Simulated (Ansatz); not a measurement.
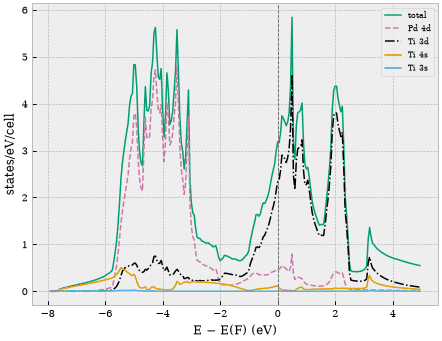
*Total and projected density of states of TiPd (CsCl type, Pm-3m), plane-wave PAW LDA (Ansatz code)*

Question: Which orbitals carry the states next to the Fermi level?

Answer: Within 0.5 eV of the Fermi level: Ti 3d 74 %, Pd 4d 15 %, outside the projected shells 9 %. Projections are on Löwdin-orthogonalised atomic valence shells; empty p or d shells of many metals are not among them.

Question: Where is the tallest occupied peak in this window, and what makes it?

Answer: Near -4.2 eV, about 5.6 states/eV per cell; the largest projected share is Pd 4d.

The workflow started from an entry of the Crystallography Open Database (COD). Its standing as an ambient phase is unchecked. The cell was relaxed with LDA under the symmetry of its start. At this level the phase is mechanically unstable. The run is not spin-polarised. Scalar-relativistic: spin–orbit coupling is off unless named, which matters more the heavier the elements.

Potentials: the later of the program's two PAW sets.
